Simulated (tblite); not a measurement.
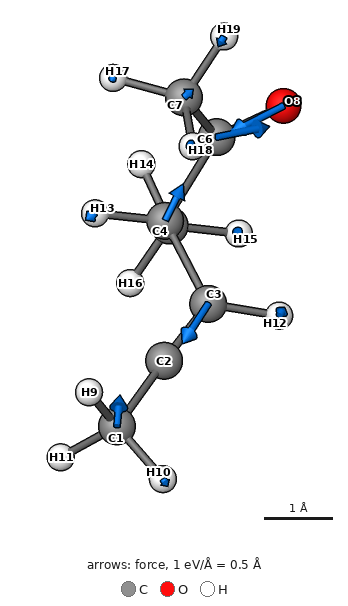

Starting geometry of C7H11O (multiplicity 2) with the computed forces as blue arrows. The picture is a ball-and-stick view, seen from a free direction.

Level of theory: tblite 0.8.0, GFN2-xTB geometry optimisation, gas phase. 

**What follows when this structure is relaxed?**

It isn't relaxed: the largest force vector, on the O atom, is 2.02 eV/Å. The final displacements have little in common with the starting forces (cosine between the two patterns 0.08). The largest move after the best rigid fit is that of an H atom, 0.73 Å. By element the largest moves are H 0.73 Å, C 0.47 Å, O 0.21 Å. Among the contacts that change: C–C 1.519 → 1.549 Å, C–O 1.237 → 1.208 Å, C–C 1.539 → 1.512 Å, C–C 1.470 → 1.455 Å. Among the angles between lasting bonds that change: C–C–C 178.3° → 145.3°, C–C–H 116.7° → 112.4°, C–C–H 107.1° → 110.6°. Over 120 geometry steps the energy falls by 25.0 kJ/mol.
